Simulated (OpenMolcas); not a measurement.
Run report: BOF, energy and gradient calculation

- system: BOF, SMILES O=BF
- method: HF/3-21G, RHF (OpenMolcas 26.06)

The geometry comes from this level: PBE0-D4/def2-TZVP.

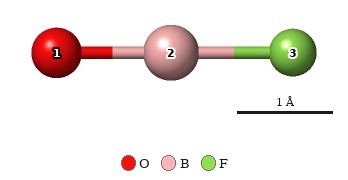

*The structure as given in the input (ball-and-stick view, seen on its broad side; atoms are numbered from 1 in the order of the input).*

Bond lengths as drawn: B–F 1.28 Å and B–O 1.21 Å.

### Results in brief

- outcome: converged
- total energy: −197.982423 hartree
- basis functions: 27
- largest force: 1.283 eV/Å
- HOMO: −13.96 eV
- LUMO: 4.76 eV
- dipole moment: 1.99 debye
- hardware: 1 thread of Intel Xeon (Granite Rapids), 16 GiB of memory available, shared host
- wall time: 1.1 s
- peak memory: 0.37 GiB

### Input
```
* BFO Hartree-Fock

&gateway
  baslib
  $CurrDir
  coord
  3
  angstrom
  O        0.983100      -0.565100       0.479900
  B        0.020300      -0.011600       0.009900
  F       -1.003400       0.576800      -0.489800
  basis
  3-21G
  group
  NoSym

&seward

&scf
  thresholds
  1e-10 1e-07 1e-07 1e-05
  prorbitals
  1

&alaska
```

Launched with:
```bash
export MOLCAS_MEM=1860
pymolcas mol.input > mol.log
```

### Log
```
--- Start Module: gateway ---

                                              &GATEWAY

                       available to each process: 1.9 GB of memory, 1 thread

 Basis Set     1 Label: O.3-21G
 Basis set is read from library:.
 basistype.tbl is not found

 Basis Set     2 Label: B.3-21G
 Basis set is read from library:.
 basistype.tbl is not found

 Basis Set     3 Label: F.3-21G
 Basis set is read from library:.
 basistype.tbl is not found

++    Symmetry information:
      ---------------------

                    Character Table for C1

                             E
                    a        1  x, y, xy, Rz, z, xz, Ry, yz, Rx, I
--

++    Basis set information:
      ----------------------

      Basis set label: O.3-21G.........

      Electronic valence basis set:
      ------------------
      Associated Effective Charge   8.000000 au
      Associated Actual Charge      8.000000 au
      Nuclear Model: Point charge

      Shell  nPrim  nBasis  Cartesian Spherical Contaminant
         s       6       3        X
         p       3       2        X

      Basis set label: B.3-21G.........

      Electronic valence basis set:
      ------------------
      Associated Effective Charge   5.000000 au
      Associated Actual Charge      5.000000 au
      Nuclear Model: Point charge

      Shell  nPrim  nBasis  Cartesian Spherical Contaminant
         s       6       3        X
         p       3       2        X

      Basis set label: F.3-21G.........

      Electronic valence basis set:
      ------------------
      Associated Effective Charge   9.000000 au
      Associated Actual Charge      9.000000 au
      Nuclear Model: Point charge

      Shell  nPrim  nBasis  Cartesian Spherical Contaminant
         s       6       3        X
         p       3       2        X
--

++    Molecular structure info:
      -------------------------

                    ************************************************
                    **** Cartesian Coordinates / bohr, angstrom ****
                    ************************************************

     Center  Label                x              y              z                     x              y              z
        1      O1               1.857790      -1.067884       0.906880              0.983100      -0.565100       0.479900
        2      B2               0.038361      -0.021921       0.018708              0.020300      -0.011600       0.009900
        3      F3              -1.896151       1.089994      -0.925588             -1.003400       0.576800      -0.489800

                    ***************************************
                    *    InterNuclear Distances / bohr    *
                    ***************************************

               1 O1            2 B2            3 F3
    1 O1       0.000000
    2 B2       2.278861        0.000000
    3 F3       4.701749        2.422889        0.000000

                    *******************************************
                    *    InterNuclear Distances / angstrom    *
                    *******************************************

               1 O1            2 B2            3 F3
    1 O1       0.000000
    2 B2       1.205921        0.000000
    3 F3       2.488059        1.282137        0.000000

                    **************************************
                    *    Valence Bond Angles / degree    *
                    **************************************
                          Atom centers                 Phi
                      1 O1       2 B2       3 F3       180.00
--

            Nuclear Potential Energy             51.43895012 au

--- Stop Module: gateway /rc=_RC_ALL_IS_WELL_ ---

--- Start Module: seward ---

                                              &SEWARD

                       available to each process: 1.9 GB of memory, 1 thread

               SEWARD will generate:
                  Multipole Moment integrals up to order  2
                  Kinetic Energy integrals
                  Nuclear Attraction integrals (point charge)
                  One-Electron Hamiltonian integrals
                  Velocity integrals
                  Orbital angular momentum around ( -0.1280   0.0736  -0.0625 )
                  Velocity quadrupole around ( -0.1280   0.0736  -0.0625 )
                  Two-Electron Repulsion integrals

                   Integrals are discarded if absolute value <: 1.00E-14
                   Integral cutoff threshold is set to       <: 1.00E-16

            Nuclear Potential Energy             51.43895012 au

      Basis set specifications :
      Symmetry species         a
      Basis functions           27

--- Stop Module: seward /rc=_RC_ALL_IS_WELL_ ---

--- Start Module: scf ---

                                                &SCF

                       available to each process: 1.9 GB of memory, 1 thread

++    Input section:
      --------------

      Header of the integral files:

      Cartesian coordinates in angstrom:
      -----------------------------------------------------
      No.  Label        X            Y            Z
      -----------------------------------------------------
       1   O1         0.98310000  -0.56510000   0.47990000
       2   B2         0.02030000  -0.01160000   0.00990000
       3   F3        -1.00340000   0.57680000  -0.48980000
      -----------------------------------------------------
      Nuclear repulsion energy =   51.43895012
--

++    Orbital specifications:
      -----------------------

      Symmetry species               1
                                     a
      Frozen orbitals                0
      Occupied orbitals             11
      Secondary orbitals            16
      Deleted orbitals               0
      Total number of orbitals      27
      Number of basis functions     27
--

      Molecular charge                           0.000

++    Optimization specifications:
      ----------------------------

      SCF Algorithm: Conventional
      Minimized density differences are used
      Number of density matrices in core                 5
      Maximum number of NDDO SCF iterations            400
      Maximum number of HF SCF iterations              400
      Threshold for SCF energy change             1.00E-10
      Threshold for density matrix                1.00E-07
      Threshold for Fock matrix                   1.00E-07
      Threshold for linear dependence             1.00E-09
      Threshold at which DIIS is turned on        1.50E-01
      Maximum depth in the DIIS procedure                5
      Maximum depth in the BFGS Hessian update          30
      Threshold at which QNR/C2DIIS is turned on  7.50E-02
      Threshold for Norm(delta) (QNR/C2DIIS)      1.00E-05
      All orbitals punched on: SCFORB
--

      Input vectors read from INPORB
      Orbital file label: *Guess orbitals

++ Convergence information
                                   SCF        iterations: Energy and convergence statistics

Iter     Tot. SCF        One-elec.       Two-elec.     Energy      Max Dij or  Max Fij      DNorm      TNorm      AccCon     Time
         Energy          Energy          Energy        Change      Delta Norm                                                in Sec.
   1  -197.695372645  -376.642404005   127.508081242   0.00E+00    3.73E-01*   2.27E-01*    5.65E+00   6.37E+01   None         0.
   2  -197.905281280  -374.577163093   125.232931696  -2.10E-01*   2.35E-01*   1.05E-01*    1.68E+00   6.33E+01   EDIIS        0.
   3  -197.937814532  -377.173095335   127.796330686  -3.25E-02*   5.07E-02*   6.30E-02*    5.97E-01   6.38E+01   EDIIS        0.
   4  -197.980786439  -375.880084398   126.460347842  -4.30E-02*   1.21E-02*   1.12E-02*    1.08E-01   6.35E+01   c2DIIS       0.
   5  -197.982372399  -376.019092719   126.597770202  -1.59E-03*   4.78E-03*   2.70E-03*    2.74E-02   6.36E+01   QNRc2DIIS    0.
   6  -197.982407221  -376.046650576   126.625293237  -3.48E-05*   1.83E-03*   1.74E-03*    1.14E-02   6.36E+01   QNRc2DIIS    0.
   7  -197.982422019  -376.041988929   126.620616792  -1.48E-05*   1.10E-03*   3.48E-04*    1.73E-03   6.36E+01   QNRc2DIIS    0.
   8  -197.982423218  -376.033548740   126.612175404  -1.20E-06*   2.31E-04*   2.20E-04*    2.88E-04   6.36E+01   QNRc2DIIS    0.
   9  -197.982423483  -376.037383392   126.616009792  -2.65E-07*   5.62E-05*   3.21E-05*    7.32E-05   6.36E+01   QNRc2DIIS    0.
  10  -197.982423490  -376.037397682   126.616024075  -6.58E-09*   2.66E-06    1.48E-06*    5.02E-05   6.36E+01   QNRc2DIIS    0.
  11  -197.982423490  -376.037395762   126.616022155  -2.54E-11    1.01E-06    4.54E-07*    5.14E-05   6.36E+01   QNRc2DIIS    0.
  12  -197.982423490  -376.037395890   126.616022282  -2.16E-12    1.29E-07    5.92E-08     3.78E-03   6.36E+01   QNRc2DIIS    0.

       Convergence after  12 Iterations
--

 *****************************************************************************************************************************
 *                                             SCF/KS-DFT Program, Final results                                             *
 *                                                       Final Results                                                       *
 *****************************************************************************************************************************

::    Total SCF energy                               -197.9824234897
      One-electron energy                            -376.0373958896
      Two-electron energy                             126.6160222824
      Nuclear repulsion energy                         51.4389501175
      Kinetic energy (interpolated)                   197.2670466227
      Virial theorem                                    1.0036264388
      Total spin, S(S+1)                                0.0000000000
      Total spin, S                                     0.0000000000
      Max non-diagonal density matrix element           0.0000001794
      Max non-diagonal Fock matrix element              0.0000000296

      All orbitals with orbital energies smaller than  E(LUMO)+0.5 are printed

++    Molecular orbitals:
      -------------------

      Title: SCF orbitals

      Molecular orbitals for symmetry species 1: a

          Orbital            1         2         3         4         5         6         7         8         9        10
          Energy          -26.2565  -20.4716   -7.6952   -1.6870   -1.3480   -0.8151   -0.7428   -0.7428   -0.6175   -0.5131
          Occ. No.          2.0000    2.0000    2.0000    2.0000    2.0000    2.0000    2.0000    2.0000    2.0000    2.0000

        1 O1     1s        -0.0003    0.9836   -0.0009    0.0004   -0.2295    0.0111    0.0000   -0.0000   -0.0938   -0.0000
        2 O1     1s        -0.0020    0.0984   -0.0002   -0.0017    0.2231   -0.0103   -0.0000    0.0000    0.0893    0.0000
        3 O1     1s         0.0086   -0.0475   -0.0030    0.0140    0.6743   -0.0251   -0.0000    0.0000    0.4159    0.0000
        4 O1     2px       -0.0004   -0.0028   -0.0004    0.0009   -0.0918   -0.0029   -0.0218    0.0363    0.3588   -0.1383
        5 O1     2px       -0.0009    0.0080    0.0065   -0.0138   -0.0707   -0.0326   -0.0130    0.0216    0.3286   -0.1611
        6 O1     2py        0.0003    0.0016    0.0002   -0.0005    0.0528    0.0017    0.0169    0.0601   -0.2063    0.1071
        7 O1     2py        0.0005   -0.0046   -0.0037    0.0080    0.0406    0.0187    0.0100    0.0358   -0.1889    0.1247
        8 O1     2pz       -0.0002   -0.0014   -0.0002    0.0005   -0.0448   -0.0014    0.0646   -0.0035    0.1752    0.4094
        9 O1     2pz       -0.0004    0.0039    0.0032   -0.0068   -0.0345   -0.0159    0.0385   -0.0021    0.1604    0.4767
       10 B2     1s         0.0001    0.0013    0.9878   -0.0655   -0.1101   -0.1076    0.0000   -0.0000    0.1112    0.0000
       11 B2     1s         0.0021    0.0051    0.0925    0.0459    0.1009    0.1475    0.0000   -0.0000   -0.1710   -0.0000
       12 B2     1s         0.0044    0.0106   -0.0261    0.0145    0.0392    0.0725   -0.0000    0.0000   -0.0941   -0.0000
       13 B2     2px       -0.0056    0.0049   -0.0001   -0.0727    0.1437   -0.1745   -0.0453    0.0752   -0.2142   -0.0677
       14 B2     2px       -0.0087    0.0105    0.0003    0.0078   -0.0160    0.0314   -0.0344    0.0571    0.0551   -0.0440
       15 B2     2py        0.0032   -0.0028    0.0001    0.0418   -0.0826    0.1003    0.0350    0.1248    0.1231    0.0524
       16 B2     2py        0.0050   -0.0060   -0.0002   -0.0045    0.0092   -0.0181    0.0266    0.0947   -0.0317    0.0340
       17 B2     2pz       -0.0027    0.0024   -0.0001   -0.0355    0.0702   -0.0852    0.1341   -0.0072   -0.1046    0.2004
       18 B2     2pz       -0.0042    0.0051    0.0002    0.0038   -0.0078    0.0153    0.1018   -0.0054    0.0269    0.1301
       19 F3     1s         0.9821   -0.0001   -0.0003   -0.2457    0.0021    0.0668   -0.0000    0.0000   -0.0038    0.0000
       20 F3     1s         0.0980   -0.0016    0.0008    0.2370   -0.0067   -0.0721    0.0000   -0.0000    0.0042    0.0000
       21 F3     1s        -0.0386    0.0058   -0.0028    0.7667    0.0120   -0.2662    0.0000   -0.0000    0.0128   -0.0000
       22 F3     2px        0.0023    0.0003    0.0006    0.0567   -0.0028    0.3766   -0.1578    0.2618    0.0300    0.0445
       23 F3     2px       -0.0056   -0.0001   -0.0059    0.0691    0.0237    0.3854   -0.1718    0.2850    0.0017    0.0606
       24 F3     2py       -0.0013   -0.0001   -0.0003   -0.0326    0.0016   -0.2165    0.1220    0.4342   -0.0172   -0.0344
       25 F3     2py        0.0032    0.0001    0.0034   -0.0397   -0.0136   -0.2215    0.1328    0.4728   -0.0010   -0.0469
       26 F3     2pz        0.0011    0.0001    0.0003    0.0277   -0.0013    0.1838    0.4668   -0.0250    0.0146   -0.1316
       27 F3     2pz       -0.0027   -0.0001   -0.0029    0.0337    0.0116    0.1881    0.5083   -0.0272    0.0009   -0.1795

          Orbital           11        12        13        14        15        16        17
          Energy           -0.5131    0.1749    0.2159    0.2159    0.4523    0.5856    0.5856
          Occ. No.          2.0000    0.0000    0.0000    0.0000    0.0000    0.0000    0.0000

        1 O1     1s         0.0000   -0.0673    0.0000   -0.0000    0.0912    0.0000   -0.0000
        2 O1     1s        -0.0000    0.0354   -0.0000    0.0000   -0.0163   -0.0000    0.0000
        3 O1     1s        -0.0000    0.5575   -0.0000    0.0003   -1.1189   -0.0000    0.0000
        4 O1     2px        0.2296   -0.1286    0.0830   -0.1378   -0.0151    0.0175   -0.0291
        5 O1     2px        0.2674   -0.2321    0.1498   -0.2488    0.0520    0.0052   -0.0087
        6 O1     2py        0.3808    0.0740   -0.0643   -0.2284    0.0087   -0.0136   -0.0483
        7 O1     2py        0.4434    0.1336   -0.1160   -0.4124   -0.0299   -0.0040   -0.0144
        8 O1     2pz       -0.0220   -0.0628   -0.2456    0.0132   -0.0074   -0.0519    0.0028
        9 O1     2pz       -0.0256   -0.1133   -0.4434    0.0238    0.0254   -0.0155    0.0008
       10 B2     1s        -0.0000    0.1208   -0.0000    0.0000    0.0007    0.0000   -0.0000
       11 B2     1s         0.0000    0.0814   -0.0000    0.0000    0.0029   -0.0000    0.0000
       12 B2     1s         0.0000   -1.4556    0.0000   -0.0006    0.2783    0.0000   -0.0001
       13 B2     2px        0.1124    0.0647   -0.1082    0.1797   -0.0574   -0.3481    0.5780
       14 B2     2px        0.0730    0.0412   -0.2585    0.4293    1.4082    0.2999   -0.4980
       15 B2     2py        0.1864   -0.0373    0.0838    0.2979    0.0330    0.2695    0.9585
       16 B2     2py        0.1210   -0.0240    0.2002    0.7119   -0.8095   -0.2322   -0.8258
       17 B2     2pz       -0.0108    0.0316    0.3203   -0.0172   -0.0280    1.0305   -0.0554
       18 B2     2pz       -0.0070    0.0202    0.7654   -0.0412    0.6874   -0.8879    0.0477
       19 F3     1s        -0.0000   -0.0711    0.0000   -0.0000   -0.0741    0.0000   -0.0000
       20 F3     1s        -0.0000    0.0417   -0.0000    0.0000    0.0279   -0.0000    0.0000
       21 F3     1s         0.0000    0.5601   -0.0000    0.0002    0.7851   -0.0000    0.0000
       22 F3     2px       -0.0738    0.1369    0.0554   -0.0920   -0.0160    0.0081   -0.0134
       23 F3     2px       -0.1006    0.2439    0.0827   -0.1373    0.0224   -0.0096    0.0159
       24 F3     2py       -0.1224   -0.0786   -0.0429   -0.1527    0.0092   -0.0062   -0.0222
       25 F3     2py       -0.1669   -0.1401   -0.0641   -0.2278   -0.0129    0.0074    0.0264
       26 F3     2pz        0.0071    0.0668   -0.1641    0.0089   -0.0078   -0.0238    0.0013
       27 F3     2pz        0.0096    0.1190   -0.2449    0.0132    0.0109    0.0284   -0.0015
--

++    Molecular charges:
      ------------------

      Mulliken charges per centre and basis function type
      ---------------------------------------------------

                O1      B2      F3
      1s       3.8733  2.4878  3.9535
      2px      1.5093  0.5727  1.7174
      2pz      1.5656  0.5358  1.8509
      2py      1.5587  0.5403  1.8347
      Total    8.5070  4.1365  9.3565

      N-E     -0.5070  0.8635 -0.3565

      Total electronic charge=   22.000000

      Total            charge=   -0.000000
--

++    Molecular properties:
      ---------------------

      Charge (e):
                      =   -0.0000
      Dipole Moment (debye):
      Origin of the operator (angstrom)=   -0.0677    0.0390   -0.0331
                   X= -1.5853E+00               Y=  9.1154E-01               Z= -7.7393E-01           Total=  1.9857E+00
      Quadrupole Moment (debye*angstrom):
      Origin of the operator (angstrom)=   -0.0677    0.0390   -0.0331
                  XX= -1.8739E+01              XY=  2.9173E+00              XZ= -2.4774E+00              YY= -1.5341E+01
                  YZ=  1.4241E+00              ZZ= -1.4873E+01
      In traceless form (debye*angstrom)
                  XX= -3.6319E+00              XY=  4.3759E+00              XZ= -3.7160E+00              YY=  1.4652E+00
                  YZ=  2.1361E+00              ZZ=  2.1667E+00
--

--- Stop Module: scf /rc=_RC_ALL_IS_WELL_ ---

--- Start Module: alaska ---

                                              &ALASKA

                       available to each process: 1.9 GB of memory, 1 thread

                     Threshold for contributions to the gradient: 1.000E-07

                    ********************************************
                    * Symmetry Adapted Cartesian Displacements *
                    ********************************************

           Irreducible representation : a
           Basis function(s) of irrep: x, y, xy, Rz, z, xz, Ry, yz, Rx, I

 Basis Label        Type   Center Phase
   1   O1           x         1     1
   2   O1           y         1     1
   3   O1           z         1     1
   4   B2           x         2     1
   5   B2           y         2     1
   6   B2           z         2     1
   7   F3           x         3     1
   8   F3           y         3     1
   9   F3           z         3     1

                     No automatic utilization of translational and rotational invariance of the energy is employed.

 Conventional ERI gradients!

 **************************************************
 *              Molecular gradients               *
 **************************************************

  Irreducible representation: a
 ------------------------------------------------------------------------------------------
                              X                       Y                       Z
 ------------------------------------------------------------------------------------------
  O1               -2.53395823240865E-03    1.45272265503049E-03   -1.23592593409061E-03
  B2               -1.73860106260806E-02    1.00006075687546E-02   -8.48862159851071E-03
  F3                1.99199688584812E-02   -1.14533302237847E-02    9.72454753260710E-03
 ------------------------------------------------------------------------------------------

--- Stop Module: alaska /rc=_RC_ALL_IS_WELL_ ---

.##################.
.# Happy landing! #.
.##################.

    Timing: Wall=1.00 User=0.72 System=0.24
```

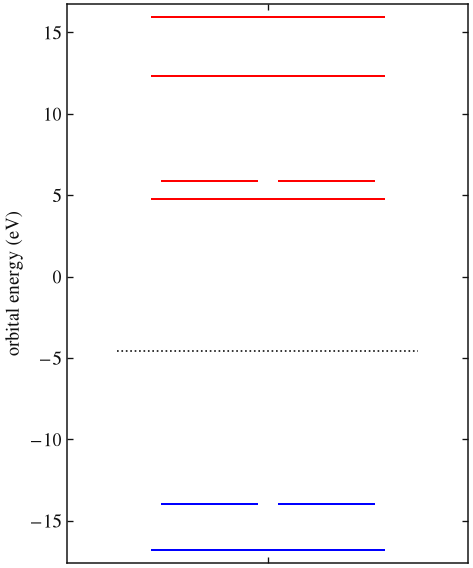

*Orbital energies near the frontier; the dotted line parts filled from empty levels, and levels within 0.02 eV of each other stand side by side.*

Highest filled −13.96 eV, lowest empty 4.76 eV, 18.72 eV apart.
